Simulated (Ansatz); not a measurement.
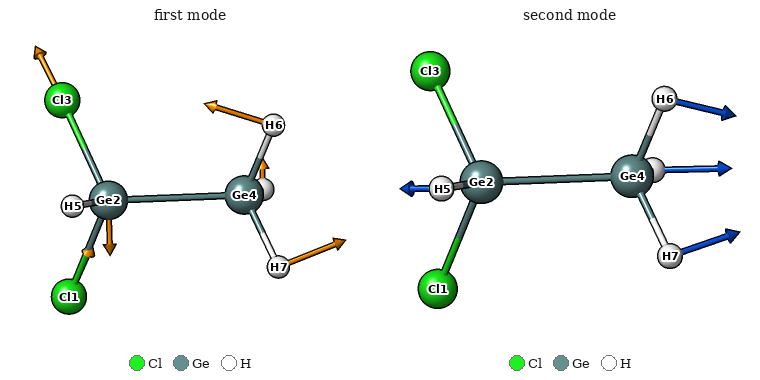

The system is Cl2Ge2H4, SMILES [Cl][GeH]([Cl])[GeH3]; the picture shows the reference structure; its two panels give the patterns of the first and the second mode as arrows. First axis: normal mode 7 (430 cm⁻¹). Second axis: normal mode 12 (791 cm⁻¹). Nothing is relaxed (straight displacements along the two mass-weighted modes). The scan uses a 15 × 15 grid. Energies: kJ/mol, counted from the relaxed molecule at the same level. The calculation used Ansatz 0.2.0, RKS PBE0-D4/def2-SVP.

Its coordinates:

```yaml
atoms:
  - { symbol: Cl, position_ang: [1.1804, -2.2942, -0.8159] }
  - { symbol: Ge, position_ang: [1.0400, -0.4158, 0.2507] }
  - { symbol: Cl, position_ang: [0.9443, -0.8760, 2.3638] }
  - { symbol: Ge, position_ang: [-1.0424, 0.6452, -0.3757] }
  - { symbol: H, position_ang: [2.3657, 0.3258, 0.0184] }
  - { symbol: H, position_ang: [-1.1959, 1.9546, 0.4134] }
  - { symbol: H, position_ang: [-1.0265, 0.9333, -1.8848] }
  - { symbol: H, position_ang: [-2.1736, -0.3297, -0.0258] }
```

Range: normal mode 7 (430 cm⁻¹) from −0.939 to 0.939 amu½·Å; normal mode 12 (791 cm⁻¹) from −0.511 to 0.511 amu½·Å.

What will the energy surface look like?

The lowest grid point is at normal mode 7 (430 cm⁻¹) = 0.000 amu½·Å, normal mode 12 (791 cm⁻¹) = 0.000 amu½·Å, 0.0 kJ/mol from the relaxed molecule at the same level. It is the only kind of minimum in the scanned range. The highest grid point, normal mode 7 (430 cm⁻¹) = 0.939 amu½·Å, normal mode 12 (791 cm⁻¹) = 0.511 amu½·Å, lies 61.3 kJ/mol above the lowest.

| normal mode 12 (791 cm⁻¹) ↓, normal mode 7 (430 cm⁻¹) → | −0.939 | −0.805 | −0.671 | −0.537 | −0.403 | −0.268 | −0.134 | 0.000 | 0.134 | 0.268 | 0.403 | 0.537 | 0.671 | 0.805 | 0.939 |
| --- | --- | --- | --- | --- | --- | --- | --- | --- | --- | --- | --- | --- | --- | --- | --- |
| 0.511 | 61.2 | 53.1 | 46.3 | 40.9 | 36.7 | 33.7 | 31.9 | 31.3 | 31.9 | 33.7 | 36.7 | 40.9 | 46.4 | 53.2 | 61.3 |
| 0.438 | 52.5 | 44.5 | 37.7 | 32.3 | 28.1 | 25.1 | 23.3 | 22.7 | 23.3 | 25.1 | 28.1 | 32.3 | 37.8 | 44.5 | 52.6 |
| 0.365 | 45.3 | 37.3 | 30.6 | 25.1 | 20.9 | 18.0 | 16.2 | 15.6 | 16.2 | 18.0 | 21.0 | 25.2 | 30.6 | 37.4 | 45.4 |
| 0.292 | 39.5 | 31.5 | 24.8 | 19.4 | 15.2 | 12.2 | 10.5 | 9.9 | 10.5 | 12.2 | 15.2 | 19.4 | 24.9 | 31.6 | 39.7 |
| 0.219 | 35.1 | 27.1 | 20.4 | 15.0 | 10.8 | 7.9 | 6.1 | 5.5 | 6.1 | 7.9 | 10.8 | 15.0 | 20.5 | 27.2 | 35.2 |
| 0.146 | 32.0 | 24.0 | 17.3 | 11.9 | 7.7 | 4.8 | 3.0 | 2.4 | 3.0 | 4.8 | 7.8 | 12.0 | 17.4 | 24.1 | 32.2 |
| 0.073 | 30.2 | 22.2 | 15.5 | 10.1 | 5.9 | 3.0 | 1.2 | 0.6 | 1.2 | 3.0 | 5.9 | 10.1 | 15.6 | 22.3 | 30.4 |
| 0.000 | 29.7 | 21.7 | 15.0 | 9.5 | 5.3 | 2.4 | 0.6 | 0.0 | 0.6 | 2.4 | 5.4 | 9.6 | 15.0 | 21.7 | 29.8 |
| −0.073 | 30.3 | 22.3 | 15.6 | 10.1 | 5.9 | 3.0 | 1.2 | 0.6 | 1.2 | 3.0 | 5.9 | 10.2 | 15.6 | 22.4 | 30.4 |
| −0.146 | 32.2 | 24.1 | 17.4 | 11.9 | 7.7 | 4.7 | 2.9 | 2.3 | 2.9 | 4.7 | 7.7 | 11.9 | 17.4 | 24.2 | 32.3 |
| −0.219 | 35.2 | 27.1 | 20.3 | 14.8 | 10.6 | 7.6 | 5.8 | 5.2 | 5.8 | 7.6 | 10.6 | 14.8 | 20.3 | 27.1 | 35.3 |
| −0.292 | 39.3 | 31.2 | 24.3 | 18.8 | 14.6 | 11.6 | 9.8 | 9.2 | 9.8 | 11.6 | 14.6 | 18.9 | 24.4 | 31.2 | 39.4 |
| −0.365 | 44.6 | 36.4 | 29.5 | 24.0 | 19.7 | 16.6 | 14.8 | 14.2 | 14.8 | 16.6 | 19.7 | 24.0 | 29.6 | 36.4 | 44.7 |
| −0.438 | 51.0 | 42.7 | 35.8 | 30.2 | 25.9 | 22.8 | 21.0 | 20.4 | 21.0 | 22.8 | 25.9 | 30.2 | 35.8 | 42.8 | 51.1 |
| −0.511 | 58.4 | 50.1 | 43.1 | 37.5 | 33.2 | 30.1 | 28.2 | 27.6 | 28.2 | 30.1 | 33.2 | 37.5 | 43.2 | 50.2 | 58.5 |

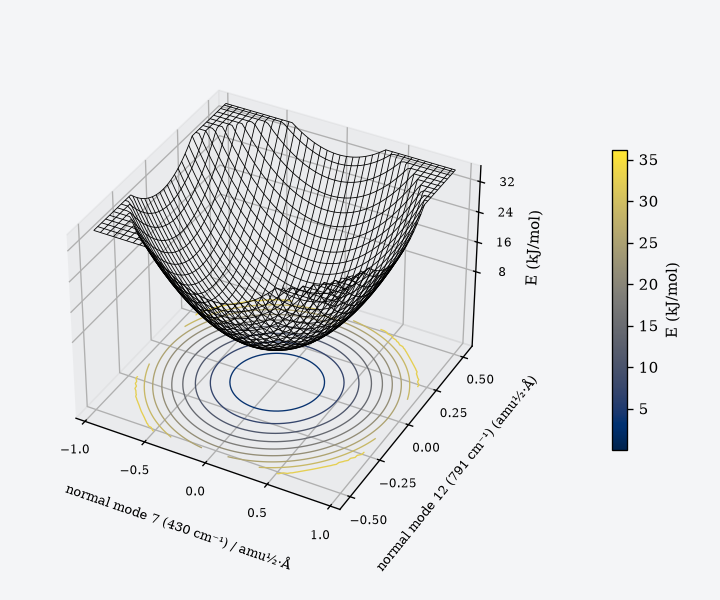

In the figure: a relief with its contours projected below, any walls above the top of the colour scale cut off. Between grid points the surface is interpolated.

Each point was launched as `ansatz run input.yaml --threads 1 --pin off --max-ram 2560MiB --backend cpu --events-out ev --progress --plain --runs-dir out`. Time for the 225 points that were run: 12 min on 1 thread of AMD EPYC 9R45 96-Core Processor (Zen 5), on a shared host.
